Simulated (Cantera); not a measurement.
Charge: 1 mol SiO₂, 0.92 mol H₂, 2.3 mol N₂, at 100000 Pa.

Equilibrium computed with Cantera from the NASA thermochemical tables; the gas is ideal and each condensed phase is pure. Candidate condensed phases: H₂O, Si, SiO₂, Si₂N₂O, Si₃N₄; 35 gas species. N₂ is the only nitrogen source here; it is nearly inert below about 1500 K, so the nitride shown seldom forms there in practice. Mutual solubility and eutectic melting of coexisting phases are not modelled. The tables hold silica as quartz up to 1696 K and as liquid above; real silica turns to tridymite and cristobalite and melts near 1996 K. The numbers say what is thermodynamically allowed, not how fast it happens.

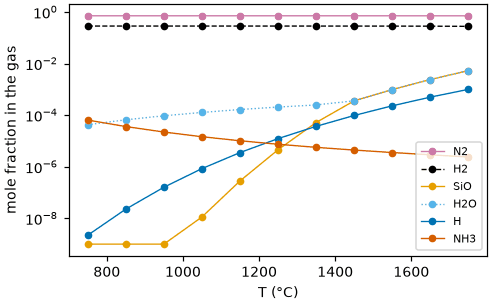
Equilibrium gas composition (values under 1e-9 drawn at 1e-9)

**Question.** Read off the mole fractions at 1550 °C.

**Answer.** N₂ about 0.71, H₂ about 0.28, SiO about 0.00099, H₂O about 0.00099, H about 0.00023, NH₃ about 3.6e-6.
